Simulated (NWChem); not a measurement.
# AlCl2 (SMILES [Cl][Al][Cl]): levels of theory compared

We compute a comparison of 6 runs (UPBE0/def2-SVP, UPBE/STO-3G, UB3LYP/6-31G*, UPBE/6-31G*, UPBE/def2-SVP, UBP86/aug-cc-pVDZ) of AlCl2. 

The calculation is run with NWChem 7.3.0.

### Step 1. The molecule

AlCl2: 3 atoms, total charge 0, spin state doublet. As SMILES, `[Cl][Al][Cl]`. Geometry: relaxed at PBE0-D4/def2-TZVP.

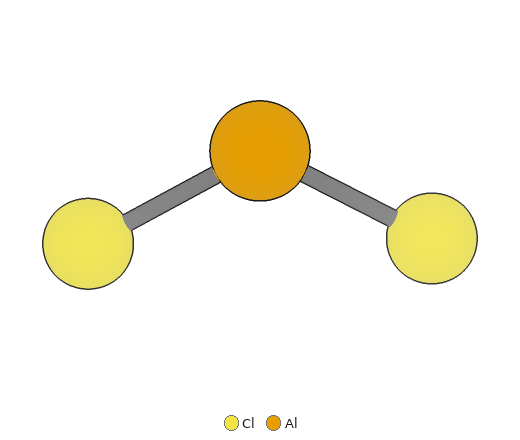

The structure, seen from a chosen angle (chlorine yellow, aluminium amber).

### Step 2. Energy and gradient at UPBE0/def2-SVP (run 1)

alcl2.nw reads:

```
start alcl2
memory total 2200 mb
geometry units atomic noautosym nocenter noautoz
   Cl     2.59799548     1.64084919     1.58491330
   Al    -0.81655066     0.98398039    -0.33485947
   Cl    -1.80204283    -2.74728384    -1.27499822
end
basis spherical bse
   Cl library def2-SVP
   Al library def2-SVP
end
dft
   xc pbe0
   mult 2
   grid xfine
   convergence energy 1e-08
   maxiter 100
   mulliken
   print low
end
task dft gradient
```

The run is started by

```sh
$ nwchem alcl2.nw > alcl2.out
```

What it wrote:

```text
[...]
 d= 0,ls=0.0,diis     1  -1162.0983103767 -1.32D+03  1.20D-02  7.98D-02     0.7
[...]
 d= 0,ls=0.0,diis     9  -1162.1464642196 -3.73D-09  1.08D-06  1.36D-09     5.3
[...]
         Total DFT energy =    -1162.146464219594
      One electron energy =    -1913.744904680201
           Coulomb energy =      672.872481661884
    Exchange-Corr. energy =      -74.800236079192
 Nuclear repulsion energy =      153.526194877914
[...]
      Total Density - Mulliken Population Analysis
     ---------------------------------------------
    Atom       Charge   Shell Charges
 -----------   ------   -------------------------------------------------------
    1 Cl  17    17.27   2.00  1.99  1.26  0.70  5.93  2.14  3.25  0.01
    2 Al  13    12.46   2.00  1.99  1.01  0.18  5.92  0.71  0.44  0.21
    3 Cl  17    17.27   2.00  1.99  1.26  0.70  5.93  2.14  3.25  0.01
[...]
      <S2> =      0.7518 (Exact =     0.7500)
                         DFT ENERGY GRADIENTS
    atom               coordinates                        gradient
                 x          y          z           x          y          z
   1 Cl      2.597995   1.640849   1.584913   -0.002542  -0.000669  -0.001449
   2 Al     -0.816551   0.983980  -0.334859    0.001656  -0.002063   0.000671
   3 Cl     -1.802043  -2.747284  -1.274998    0.000886   0.002732   0.000778
 Task  times  cpu:        6.4s     wall:        6.4s
 Total times  cpu:        6.4s     wall:        6.4s
```

It took 7.2 s on 1 thread of AMD EPYC 9R14 (Zen 4), shared host; peak memory 0.12 GiB.

### Step 3. Energy and gradient at UPBE/STO-3G (run 2)

input.nw reads:

```
start input
title "AlCl2"
memory stack 880 mb heap 220 mb global 1100 mb
charge 0

geometry units angstroms noautosym nocenter noautoz
 Cl     1.374800     0.868300     0.838700
 Al    -0.432100     0.520700    -0.177200
 Cl    -0.953600    -1.453800    -0.674700
end

basis spherical bse
 Cl library STO-3G
 Al library STO-3G
end

dft
 xc xpbe96 cpbe96
 mult 2
 grid xfine
 convergence energy 1e-08
 maxiter 100
 mulliken
 print medium
end

task dft gradient
```

The run is started by

```sh
$ nwchem input.nw > input.out
```

What it wrote:

```text
[...]
          Wavefunction type:  spin polarized.
          No. of atoms     :     3
          No. of electrons :    47
[...]
          Charge           :     0
          Spin multiplicity:     2
[...]
          AO basis - number of functions:    27
[...]
              XC Information
              --------------
          PerdewBurkeErnzerhof Exchange Functional  1.000
            Perdew 1991 LDA Correlation Functional  1.000 local
           PerdewBurkeErnz. Correlation Functional  1.000 non-local
[...]
 d= 0,ls=0.0,diis     1  -1149.3302086794 -1.30D+03  4.79D-02  6.81D-02     0.4
[...]
 d= 0,ls=0.0,diis     7  -1149.4307095205 -2.84D-10  1.05D-06  1.70D-10     1.8
[...]
         Total DFT energy =    -1149.430709520469
      One electron energy =    -1901.904603281120
           Coulomb energy =      673.573068196702
    Exchange-Corr. energy =      -74.625380382861
 Nuclear repulsion energy =      153.526205946810
[...]
      Total Density - Mulliken Population Analysis
     ---------------------------------------------
    Atom       Charge   Shell Charges
 -----------   ------   -------------------------------------------------------
    1 Cl  17    17.39   2.00  2.00  5.99  1.99  5.41
    2 Al  13    12.21   2.00  1.98  5.76  1.30  1.17
    3 Cl  17    17.39   2.00  2.00  5.99  1.99  5.41
[...]
      <S2> =      0.7518 (Exact =     0.7500)
[...]
  wavefunction    = open shell
                         DFT ENERGY GRADIENTS
    atom               coordinates                        gradient
                 x          y          z           x          y          z
   1 Cl      2.597995   1.640849   1.584913   -0.006392   0.001772  -0.003266
   2 Al     -0.816551   0.983980  -0.334859    0.007207  -0.009084   0.002911
   3 Cl     -1.802043  -2.747284  -1.274998   -0.000816   0.007311   0.000355
[...]
```

Wall time 2.8 s (1 thread of AMD EPYC 9R14 (Zen 4), shared host); peak memory 0.12 GiB.

Runs 3 to 5 aren't shown in full; the table further down has their settings and results.

### Step 4. Energy and gradient at UBP86/aug-cc-pVDZ (run 6)

struct.nw reads:

```
start struct
memory 2200 mb

geometry units angstrom noautosym nocenter noautoz
  Cl     1.374800     0.868300     0.838700
  Al    -0.432100     0.520700    -0.177200
  Cl    -0.953600    -1.453800    -0.674700
end

basis "ao basis" spherical bse
  * library aug-cc-pVDZ
end

dft
  xc becke88 perdew86
  mult 2
  grid xfine
  convergence energy 1e-08
  maxiter 100
  mulliken
  print medium
end

task dft gradient
```

The run is started by

```sh
$ nwchem struct.nw > struct.out
```

What it wrote:

```text
[...]
          Wavefunction type:  spin polarized.
          No. of atoms     :     3
          No. of electrons :    47
[...]
          Charge           :     0
          Spin multiplicity:     2
[...]
          AO basis - number of functions:    81
[...]
              XC Information
              --------------
                    Becke 1988 Exchange Functional  1.000
                Perdew 1981 Correlation Functional  1.000 local
                Perdew 1986 Correlation Functional  1.000 non-local
[...]
 d= 0,ls=0.0,diis     1  -1162.9877373455 -1.32D+03  1.08D-02  1.04D-01     5.6
[...]
 d= 0,ls=0.0,diis     8  -1163.0414051002 -5.97D-10  1.52D-06  3.72D-08    32.3
[...]
         Total DFT energy =    -1163.041405100228
      One electron energy =    -1913.760980097906
           Coulomb energy =      672.473779496794
    Exchange-Corr. energy =      -75.280410445926
 Nuclear repulsion energy =      153.526205946810
[...]
      Total Density - Mulliken Population Analysis
     ---------------------------------------------
    Atom       Charge   Shell Charges
 -----------   ------   -------------------------------------------------------
    1 Cl  17    17.23   2.00  2.04  0.96  0.92  0.05  6.01  3.08  2.07  0.07  0.01  0.01
    2 Al  13    12.54   2.00  2.04  0.79  0.34 -0.00  6.02  0.86  0.18 -0.00  0.32 -0.01
    3 Cl  17    17.23   2.00  2.04  0.96  0.92  0.05  6.01  3.08  2.07  0.07  0.01  0.01
[...]
      <S2> =      0.7518 (Exact =     0.7500)
[...]
  wavefunction    = open shell
                         DFT ENERGY GRADIENTS
    atom               coordinates                        gradient
                 x          y          z           x          y          z
   1 Cl      2.597995   1.640849   1.584913   -0.014709  -0.003369  -0.008329
   2 Al     -0.816551   0.983980  -0.334859    0.009993  -0.012616   0.004034
   3 Cl     -1.802043  -2.747284  -1.274998    0.004716   0.015986   0.004295
[...]
```

Run time: 49 s. Hardware: 1 thread of AMD EPYC 9R14 (Zen 4), shared host; peak memory 0.12 GiB.

### Step 5. All runs side by side

```tsv
run	level	energy (Eh)	⟨S²⟩	largest force (eV/Å)	wall time
1	UPBE0/def2-SVP	-1162.146464	0.752	0.154	7.2 s
2	UPBE/STO-3G	-1149.430710	0.752	0.615	2.8 s
3	UB3LYP/6-31G* (spherical functions)	-1162.918096	0.751	0.377	11 s
4	UPBE/6-31G* (spherical functions)	-1162.355350	0.752	0.444	9.9 s
5	UPBE/def2-SVP	-1162.045450	0.752	0.409	6.9 s
6	UBP86/aug-cc-pVDZ	-1163.041405	0.752	0.886	49 s
```

### Step 6. Outcome

| quantity | value |
| --- | --- |
| run 6: total energy | -1163.04141 Eh |
| run 6: dipole moment | 1.43 D |
| run 6: HOMO energy (highest over α and β) | -5.81 eV |
| run 6: LUMO energy (lowest over α and β) | -4.25 eV |
| run 6: ⟨S²⟩ | 0.752 |
| run 6: largest force on an atom | 0.886 eV/Å |

Over runs 2, 3, 4, 5, 6 the dipole moment (its size) runs from 1.27 D (UPBE/def2-SVP) to 3.32 D (UPBE/STO-3G). Totals of different functionals can't be ranked against each other. In run 2 the basis is minimal, so the values are rough. All runs together took 86 s, the longest 49 s.
